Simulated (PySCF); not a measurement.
C₂H₆OSi, SMILES C=C[SiH2]O, PBE/def2-SVP optimised geometry. Atoms within 1.6 Å of the plane z = 1.0 Å (x, y, z in Å): C1 (1.08, -1.22, 0.98), C2 (0.35, -0.65, 0.00), Si3 (-1.53, -0.65, 0.00), O4 (-2.18, 0.90, 0.00), H5 (0.60, -1.72, 1.84), H6 (2.18, -1.22, 0.97), H8 (-1.96, -1.46, 1.21), H10 (-1.89, 1.46, 0.74).

Computed with PBE/def2-TZVP (PySCF 2.14.0). Cells within 0.4 Å of a nucleus heavier than hydrogen are left out (blank, or x).

Map of the deformation density (molecule minus spherical neutral atoms) (e/bohr³) on the plane z = 1.0 Å:

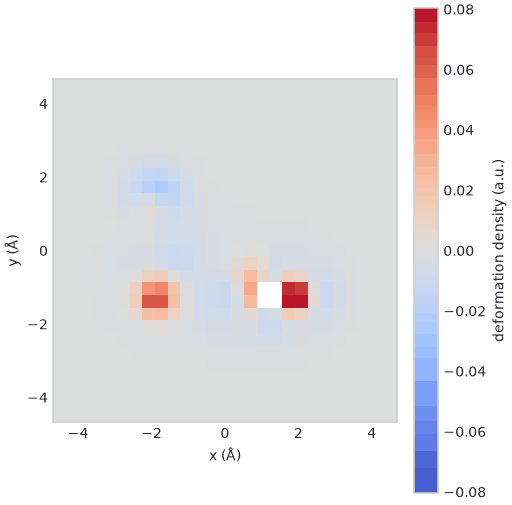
Figure: Deformation density (molecule minus spherical neutral atoms) (e/bohr³) on the plane z = 1.0 Å.
